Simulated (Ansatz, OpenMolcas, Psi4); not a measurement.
# Strength of the Se–H bond: H2Se → HSe + H

Species: H2Se (hydrogen selenide) `[SeH2]`, singlet; HSe, doublet; H atom, doublet. 

Shapes, held fixed at every level: PBE0-D4/def2-TZVP. Programs: Ansatz 0.2.0, OpenMolcas 26.06, Psi4 1.11. A level may come from different programs for different species; with the same settings they agree closely. The zero-point and thermal change to 298 K, harmonic and unscaled (PBE0-D4/def2-TZVP), is -16.3 kJ/mol.

```
                             level                    kind  ΔH(298 K) (kJ/mol)  less CCSD(T)/def2-TZVPP
                       HF/def2-SVP            Hartree–Fock              +231.6                   -106.3
B3LYP/6-31G* (Cartesian functions)           global hybrid              +328.8                     -9.1
               B3LYP-D4/def2-TZVPP           global hybrid              +337.4                     -0.5
             r2SCAN0-D4/def2-TZVPP           global hybrid              +332.0                     -5.9
                wB97X-V/def2-TZVPP  range-separated hybrid              +338.5                     +0.6
                 B2PLYP/def2-TZVPP           double hybrid              +334.8                     -3.1
                  CCSD(T)/def2-SVP   coupled cluster or CI              +321.4                    -16.5
                CCSD(T)/def2-TZVPP   coupled cluster or CI              +337.9                      0.0
```

The highest level, CCSD(T)/def2-TZVPP, gives ΔH(298 K) = +337.9 kJ/mol; the levels span +231.6 to +338.5. The column of differences is taken from that level and isn't an error. Hartree–Fock misses the correlation of the pair that is broken and comes out low. No measured value is set beside it here. Open shells run unrestricted. Relativity is left out for Se. Outer-core shells of Se are correlated in most correlated rows, in sets that cover them unevenly.

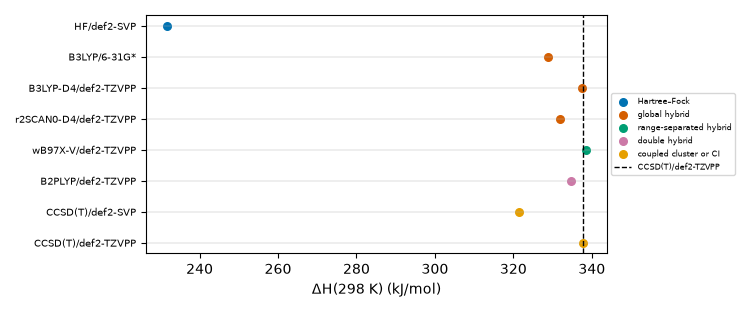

The values of the table, level by level.
